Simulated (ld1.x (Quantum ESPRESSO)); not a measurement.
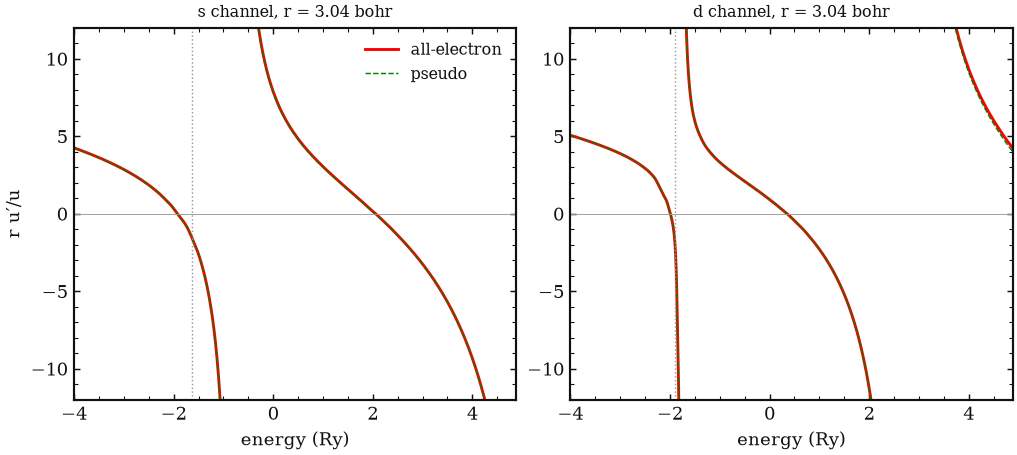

Logarithmic derivatives r u′/u at the test radius against energy, all-electron atom (solid) and pseudo-atom (dashed). Here u = r R(r). The dotted line marks the reference energy of the channel.

Pt (Z = 78), PAW, made with ld1.x (Quantum ESPRESSO) 7.5 (PBE, scalar-relativistic). Core [Xe] 4f14, reference 5d8 6s0 6p0 (charge +2). Waves: 6s (bound, empty): rcutus 2.55 bohr; 6s channel at 3.7 Ry: rcutus 2.55 bohr; 6p (bound, empty): rcutus 2.80 bohr; 6p channel at -0.7 Ry: rcutus 2.80 bohr; 5d (bound): rcutus 1.75 bohr; 5d channel at 1.1 Ry: rcutus 1.75 bohr. Local part: all-electron potential smoothed inside 1.75 bohr (lloc = -1). Core correction: Bessel-smoothed model core inside 1.40 bohr. Augmentation charge: PSQ, radius 1.00 bohr.

**At which energies does the logarithmic derivative pass through zero?**

s: all-electron -1.9 and 2.1 Ry, pseudo -1.9 and 2.1 Ry; d: all-electron -2.0 and 0.4 Ry, pseudo -2.0 and 0.4 Ry.

**List the energies at which the logarithmic derivative diverges.**

s: all-electron at -0.8 Ry, pseudo at -0.8 Ry; d: all-electron at -1.8 and 2.8 Ry, pseudo at -1.8 and 2.8 Ry.

The potential isn't sound: its ghost test gives ghost state below the valence levels: s at -99.7 eV.
